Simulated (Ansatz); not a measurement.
# SiH3Cl (SiClH3): levels of theory compared

We compute a comparison of 6 runs (HF/STO-3G, UHF/STO-3G, BLYP/STO-3G, CAM-B3LYP/STO-3G, UPBE0/STO-3G, r2SCAN/STO-3G) of SiH3Cl (SiClH3). 

Program for the calculation: Ansatz 0.2.0.

41 further runs of the same task are left out: 4 that didn't finish, 37 set aside as unsound or not needed.

## Step 1: The molecule

SiH3Cl has 5 atoms, charge 0, and is taken as a singlet. As SMILES, `[H][Si]([H])([H])Cl`. The Cl2–Si1 distance was set to 2.513 Å, away from the relaxed value.

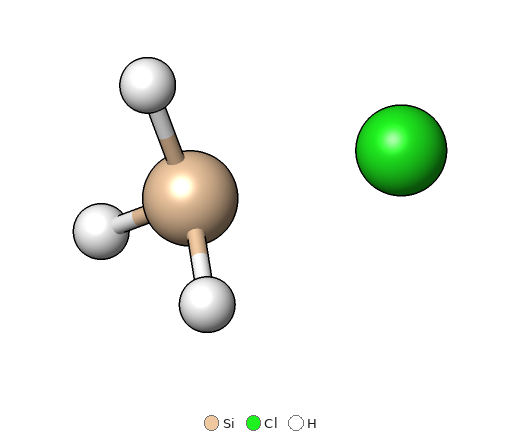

Viewed from a chosen angle; silicon light orange, chlorine green, hydrogen white.

## Step 2: The energy at HF/STO-3G (run 1)

Contents of input.yaml:

```yaml
crystal:
  periodic: [false, false, false]
  atoms:
    - {symbol: Si, position_ang: [-0.002310, 0.007634, -0.631875]}
    - {symbol: Cl, position_ang: [0.010690, -0.020840, 1.880630]}
    - {symbol: H, position_ang: [1.379730, 0.016904, -1.097375]}
    - {symbol: H, position_ang: [-0.703350, 1.209394, -1.068945]}
    - {symbol: H, position_ang: [-0.695150, -1.190326, -1.092305]}
basis:
  gaussian: {orbitals: STO-3G}
hamiltonian: {xc: hf}
accuracy: high
```

Run with:

```
$ ansatz run input.yaml --threads 1 --pin off --max-ram 2610MiB --events-out events.jsonl --progress --plain --runs-dir runs
```

Log:

```text
Warning: RAYON_NUM_THREADS=1 ignored (pool sized by the plan → 1); use --threads N
Functional definition: HF
  name "HF"
  exchange = exact_x
  correlation = 0
353 factors; integrals over basis functions are off by at most 8.2e-9 eV
mean field evaluation 1: about -20187.1271 eV, gradient 1.4e1 eV
mean field evaluation 2: about -20187.1334 eV, gradient 1.4e1 eV
mean field evaluation 4: about -20188.7936 eV, gradient 6.8e-1 eV
mean field evaluation 8: about -20188.7928 eV, gradient 1.0e-4 eV
mean field -20188.79279422 eV, -741.9244507324 hartree, gradient 5.2e-9 eV, S^2 0.000000; 0 other end points of the search recorded, 0 dependent functions left out
reference -20188.79279422 eV, -741.9244507324 hartree; 17, 17 occupied and 4, 4 virtual orbitals, 353 factors
Total energy: -20188.79279422 eV, -741.9244507324 hartree
```

Run time: 0.12 s. Hardware: 1 thread of AMD EPYC 9R14 (Zen 4), shared host.

## Step 3: A single-point energy at UHF/STO-3G (run 2)

Contents of run.yaml:

```yaml
basis:
  gaussian:
    orbitals: STO-3G
crystal:
  periodic: [false, false, false]
  atoms:
    - {symbol: Si, position_ang: [-0.002310, 0.007634, -0.631875]}
    - {symbol: Cl, position_ang: [0.010690, -0.020840, 1.880630]}
    - {symbol: H, position_ang: [1.379730, 0.016904, -1.097375]}
    - {symbol: H, position_ang: [-0.703350, 1.209394, -1.068945]}
    - {symbol: H, position_ang: [-0.695150, -1.190326, -1.092305]}
magnetization:
  spin_polarized: true
accuracy: high
hamiltonian:
  xc: hf
```

Run with:

```
$ ansatz run run.yaml --threads 1 --pin off --max-ram 2610MiB --events-out events.jsonl --progress --plain --runs-dir runs
```

Log:

```text
Warning: RAYON_NUM_THREADS=1 ignored (pool sized by the plan → 1); use --threads N
[... 4 set-up lines as earlier in the session ...]
353 factors; integrals over basis functions are off by at most 8.2e-9 eV
mean field evaluation 1: about -20187.1271 eV, gradient 1.0e1 eV
mean field evaluation 2: about -20187.1334 eV, gradient 1.0e1 eV
mean field evaluation 4: about -20188.7936 eV, gradient 4.8e-1 eV
mean field evaluation 8: about -20188.7928 eV, gradient 1.6e-5 eV
mean field -20188.79279422 eV, -741.9244507324 hartree, gradient 3.7e-9 eV, S^2 0.000000; 0 other end points of the search recorded, 0 dependent functions left out
reference -20188.79279422 eV, -741.9244507324 hartree; 17, 17 occupied and 4, 4 virtual orbitals, 353 factors
Total energy: -20188.79279422 eV, -741.9244507324 hartree
```

Wall time 0.14 s (1 thread of AMD EPYC 9R14 (Zen 4), shared host).

Runs 3 to 5 aren't shown in full; the table further down has their settings and results.

## Step 4: The energy at r2SCAN/STO-3G (run 6)

Contents of job.yaml:

```yaml
crystal:
  periodic: [false, false, false]
  atoms:
    - symbol: Si
      position_ang: [-0.002310, 0.007634, -0.631875]
    - symbol: Cl
      position_ang: [0.010690, -0.020840, 1.880630]
    - symbol: H
      position_ang: [1.379730, 0.016904, -1.097375]
    - symbol: H
      position_ang: [-0.703350, 1.209394, -1.068945]
    - symbol: H
      position_ang: [-0.695150, -1.190326, -1.092305]
basis:
  gaussian:
    orbitals: STO-3G
hamiltonian:
  xc: r2scan
accuracy: high
```

Run with:

```
$ ansatz run job.yaml --threads 1 --pin off --max-ram 2610MiB --events-out events.jsonl --progress --plain --runs-dir runs
```

Log:

```text
Warning: RAYON_NUM_THREADS=1 ignored (pool sized by the plan → 1); use --threads N
Functional definition: r2SCAN
  name "r2SCAN"
  parameter k0 = 0.174
  parameter k1 = 0.065
  parameter a1 = 4.9479
  exchange = r2scan_x(k0 = k0, k1 = k1, a1 = a1)
  correlation = r2scan_c
353 factors; integrals over basis functions are off by at most 8.2e-9 eV
mean field evaluation 1: about -20218.0640 eV, gradient 2.2e1 eV
mean field evaluation 2: about -20213.7880 eV, gradient 3.5e1 eV
mean field evaluation 4: about -20220.6348 eV, gradient 8.4e-1 eV
mean field evaluation 8: about -20220.5872 eV, gradient 4.0e-3 eV
mean field evaluation 16: about -20220.5872 eV, gradient 1.9e-8 eV
mean field -20220.58716136 eV, -743.0928721736 hartree, gradient 1.9e-8 eV, S^2 0.000000; 0 other end points of the search recorded, 0 dependent functions left out
reference -20220.58716173 eV, -743.0928721874 hartree; 17, 17 occupied and 4, 4 virtual orbitals, 353 factors
Total energy: -20220.58716173 eV, -743.0928721874 hartree
```

It took 1.4 s on 1 thread of AMD EPYC 9R14 (Zen 4), shared host; peak memory 0.15 GiB.

## Step 5: Overview of the runs

```
run             level  energy (Eh)  wall time
  1         HF/STO-3G  -741.924451     0.12 s
  2        UHF/STO-3G  -741.924451     0.14 s
  3       BLYP/STO-3G  -743.030525     0.71 s
  4  CAM-B3LYP/STO-3G  -743.084446     0.81 s
  5      UPBE0/STO-3G  -742.866123      1.1 s
  6     r2SCAN/STO-3G  -743.092872      1.4 s
```

## Step 6: Results

| quantity | value |
| --- | --- |
| run 6: total energy | -743.09287 Eh |

In words: Totals of different functionals can't be ranked against each other. In runs 1, 2, 3, 4, 5, 6 the basis is minimal, so the values are rough. All runs together took 4.3 s, the longest 1.4 s.
